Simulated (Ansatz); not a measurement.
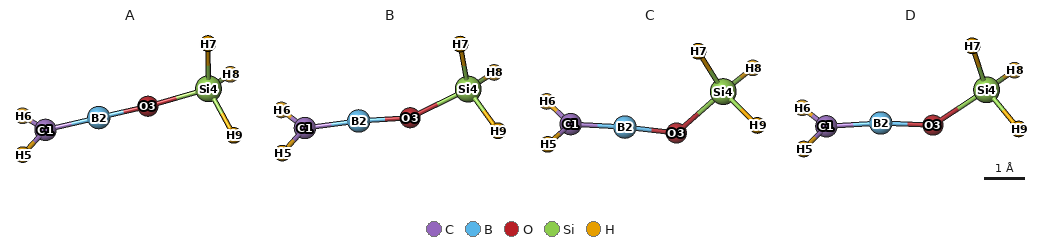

4 geometries from one relaxation of CH$_{5}$BOSi, in shuffled order. A ball-and-stick model, seen from a free direction.

The run prepares the start of a later molecular dynamics calculation, from a guessed geometry.

Level of theory: Ansatz 0.2.0, UKS r2SCAN-D4/STO-3G. (collinear spin; force threshold 0.02 eV/Å; at most 40 steps)

Order the frames from highest to lowest energy.

Answer. A, B, D, C. They are steps 0, 5, 8, 14, at +39.3 kJ/mol, +19.2 kJ/mol, +8.69 kJ/mol relative to the last. O3 moves most after the best rigid fit: 0.85 Å. By element the largest moves are O 0.85 Å, H 0.79 Å, B 0.33 Å, C 0.22 Å, Si 0.16 Å. Among the contacts that change: O3–Si4 1.613 → 1.731 Å, B2–O3 1.282 → 1.310 Å, C1–B2 1.390 → 1.369 Å, Si4–H7 1.466 → 1.449 Å. Bond angles that change, for instance: B2–O3–Si4 175.9° → 124.2°, C1–B2–O3 179.8° → 175.8°, H8–Si4–H9 113.5° → 110.6°. The energy falls by 39.3 kJ/mol in 11 accepted moves (14 points after the start). The largest force component goes from 2 to 0.012 eV/Å. The line search rejected the trial steps at points 2, 7, 12 of the run.

Limits of the set-up: STO-3G is a minimal basis, so the numbers are rough.
